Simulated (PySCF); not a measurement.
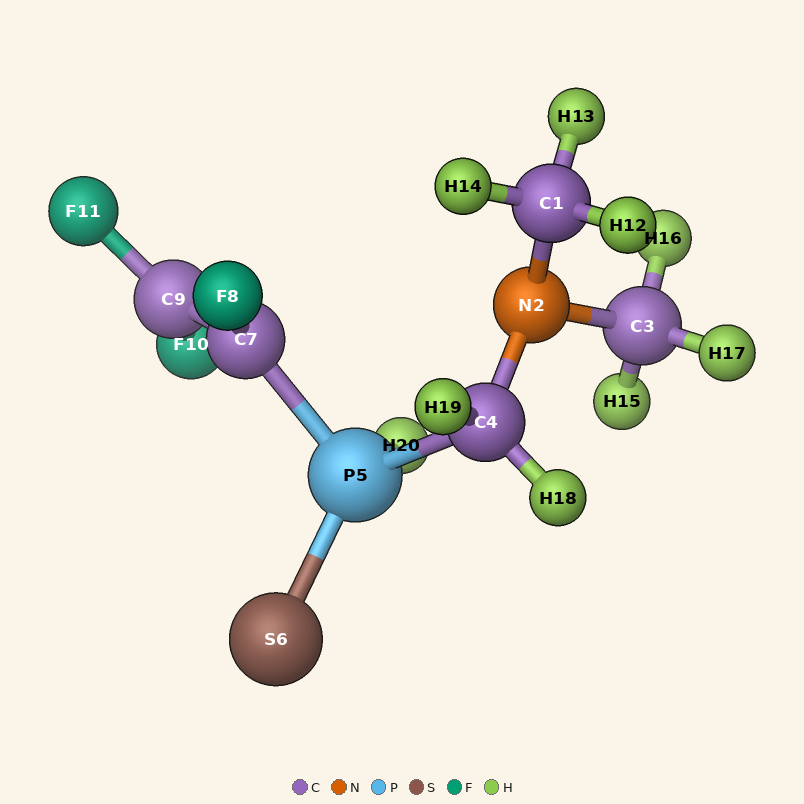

The computed structure is the end point of a GFN2-xTB optimisation. No frequency run is at hand to confirm it as a minimum. Electric field gradients from the ground-state density, PBE0/pcSseg-1 (PySCF 2.14.0), non-relativistic apart from any core potentials.

Give the largest field-gradient component, the quadrupole coupling constant and the asymmetry for 14N at N2 (Q = 20.44 mb), 33S at S6 (Q = −67.81 mb), 2H at H12 (Q = 2.86 mb), 2H at H13 (Q = 2.86 mb).

```
atom  V_zz (a.u.)  e²qQ/h (MHz)     η
  N2       −1.309         −6.29  0.10
  S6        2.252         −35.9  0.04
 H12        0.289         0.194  0.06
 H13        0.307         0.206  0.06
```

The geometry is semi-empirical. Around P such bond lengths and angles can be off by a tenth of an ångström or more and by several degrees, and values that hang on the shape move with them.
